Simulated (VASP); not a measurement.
Band structure of CaO (rock salt). All values below come from PBE GGA, VASP's PBE PAW potentials (set 64) (plane waves; VASP).

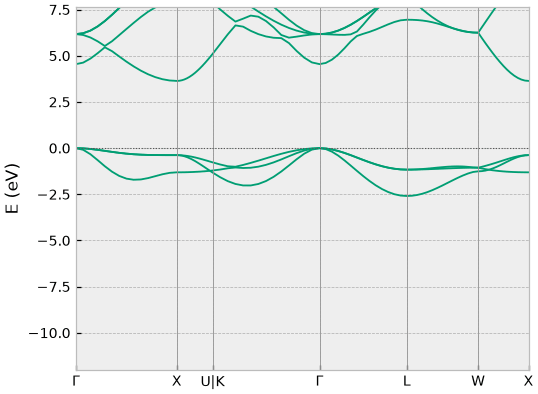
*Bands along high-symmetry lines, zero at the valence-band maximum or, without a gap, the Fermi level*

Read the plot: is there a gap, and where are the band edges?

The gap is indirect, 3.64 eV, from the valence maximum at Γ to the conduction minimum at X. (Edges off the drawn lines would not show.)

The compound is CaO in the rock salt structure. It was relaxed first.
